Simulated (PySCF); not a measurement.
## A study: C₂H₄F₂N, doublet, SMILES `CN[C](F)F`

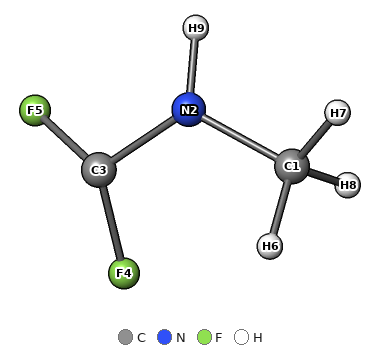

The molecule, with its atoms numbered as below. No frequency check shows the geometry to be a minimum.

Coordinates in Å:

```
C1       1.8837   -0.0224   -0.0726
N2       0.6434    0.6890    0.1118
C3      -0.5313    0.0133    0.3393
F4      -0.5661   -1.2847   -0.0617
F5      -1.6322    0.6482   -0.1277
H6       1.9136   -0.8597    0.6222
H7       2.7132    0.6490    0.1392
H8       1.9862   -0.4151   -1.0905
H9       0.5533    1.5854   -0.3487
```

Part 1: Bonding charge

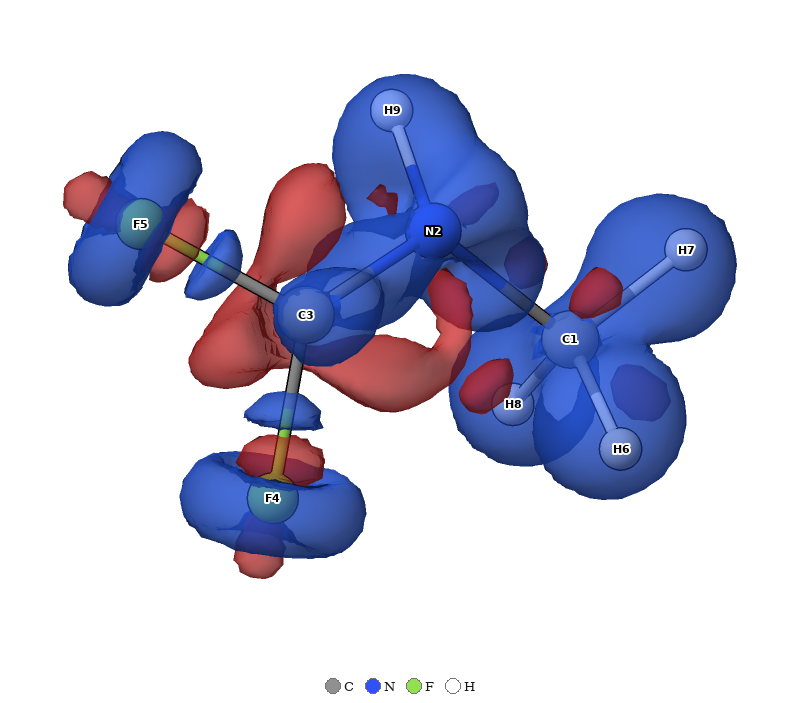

Deformation density (molecule less spherical, spin-averaged free atoms at the same positions), surfaces at ±0.11 e/Å³; blue: gain, red: loss.

PySCF calculation, CAM-B3LYP/aug-cc-pVDZ, gas phase; geometry: GFN2-xTB. The stability of the open-shell solution wasn't checked. GFN2-xTB doesn't know the spin state, so this open-shell geometry is rough.

Describe the bonding that the map shows.

Answer. N2–H9: +0.86 e/Å³ at the bond critical point (bond length 1.01 Å). C1–H6: +0.74 e/Å³ at the bond critical point (bond length 1.09 Å). C1–H7: +0.74 e/Å³ at the bond critical point (bond length 1.09 Å). C1–H8: +0.72 e/Å³ at the bond critical point (bond length 1.10 Å). N2–C3: +0.53 e/Å³ at the bond critical point (bond length 1.37 Å). C1–N2: +0.23 e/Å³ at the bond critical point (bond length 1.44 Å). C3–F4: −0.01 e/Å³ at the bond critical point (bond length 1.36 Å); up to 0.6 Å beside the axis the gain reaches +0.23 e/Å³. C3–F5: −0.02 e/Å³ at the bond critical point (bond length 1.35 Å); up to 0.6 Å beside the axis the gain reaches +0.23 e/Å³. In all, 2.0 electrons gather in the regions of gain relative to the promolecule. A small or negative value marks a very polar bond, one between electron-rich atoms, whose free-atom densities already overlap strongly, a long bond to a heavier atom, or a closed-shell contact such as a hydrogen bond.

Where do the Hirshfeld charges lie?

Answer. The highest Hirshfeld charge is on C3 (+0.16 e), the lowest on N2 (−0.15 e).

Part 2: Local ionisation energy

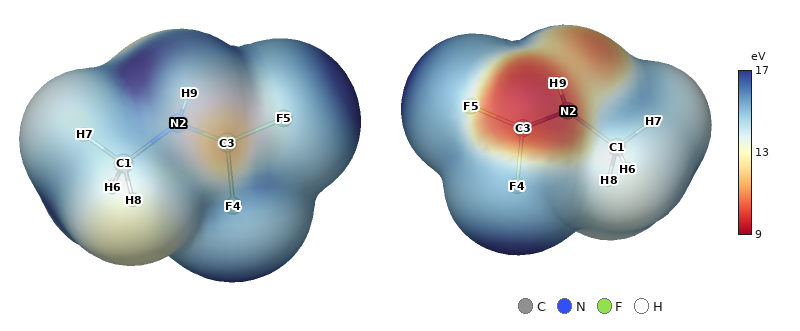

Average local ionisation energy on the surface of electron density 0.001 a.u. (back view left, front view right).

Where are the most loosely bound electrons on this surface?

Answer. The lowest value is 9.2 eV, 2.1 Å from C3. Further minima include 10.9 eV, 2.0 Å from N2; 12.5 eV, 1.8 Å from H9; 12.8 eV, 1.4 Å from H8. For comparison, the highest occupied orbital lies at −7.0 eV.

Part 3: Spin density

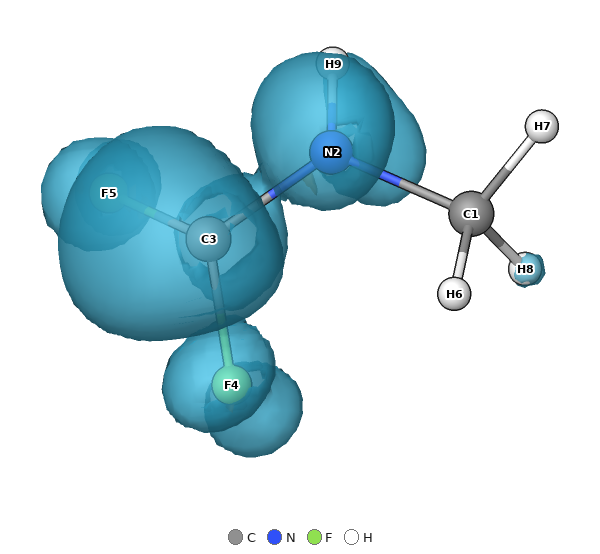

Spin density ρα − ρβ at ±0.02 e/Å³ (light blue: excess α, orange: excess β).

Give the atomic spin populations that go with this picture.

Answer. Hirshfeld spin populations: C3 +0.60, N2 +0.16, F4 +0.10 and F5 +0.09. ⟨S²⟩ = 0.75, as for a pure state.

Part 4: In an electric field

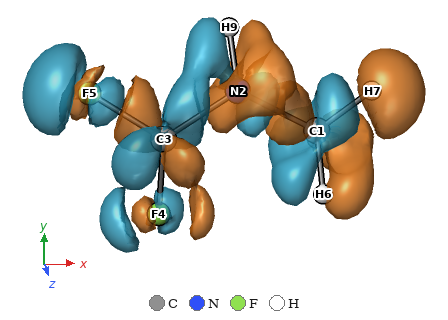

Change of the electron density in a uniform field of 0.21 V/Å, surfaces at ±0.002 e/Å³ (light blue: gain, orange: loss).

PySCF calculation, HF/def2-SVPD, gas phase; geometry: GFN2-xTB. The stability of the open-shell solution wasn't checked. GFN2-xTB doesn't know the spin state, so this open-shell geometry is rough.

The field was applied in both directions; the picture shows the one opposite to the script's first.

Along which Cartesian direction does the field point?

Answer. Along +x: electrons gather on the −x side, against the field.

What dipole is induced, and what polarisability does it imply?

Answer. The induced dipole is 0.40 D (along the field); α along this axis, from the fields in both directions, is 39 bohr³ (5.8 Å³).

Part 5: Removing or adding an electron

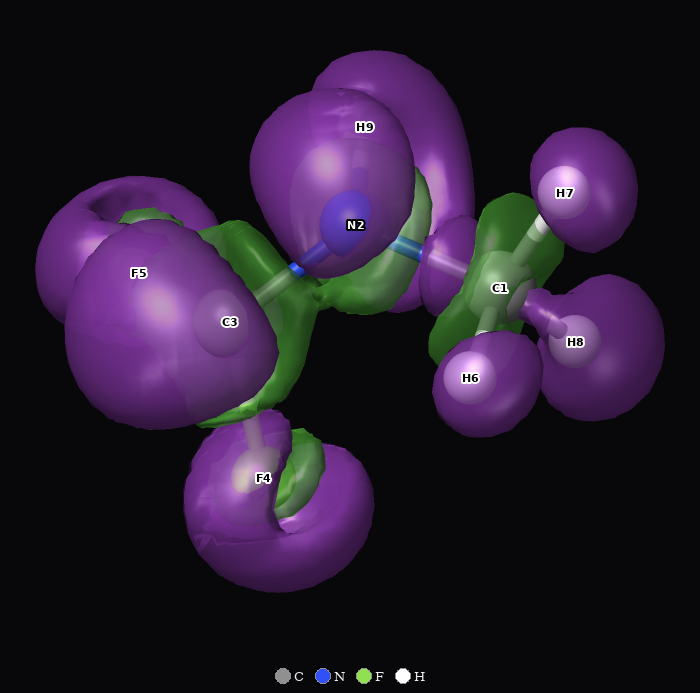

Fukui function f⁻ = ρ(N) − ρ(N−1) at fixed geometry, surfaces at ±0.02 e/Å³ (purple positive, green negative).

Computed with PySCF, BLYP/def2-SVPD, geometry: GFN2-xTB. GFN2-xTB doesn't know the spin state, so this open-shell geometry is rough.

Which atoms respond most to the removal of an electron?

Answer. f⁻ (Hirshfeld-condensed) is largest on C3 (0.25), N2 (0.16) and F4 (0.15); the vertical ionisation energy is 7.68 eV (to the singlet cation, which needn't be its lowest state). Condensed values hint at sites of electrophilic attack but needn't mark the atom that reacts. Orbital relaxation makes it negative in places (0.18 e in all).
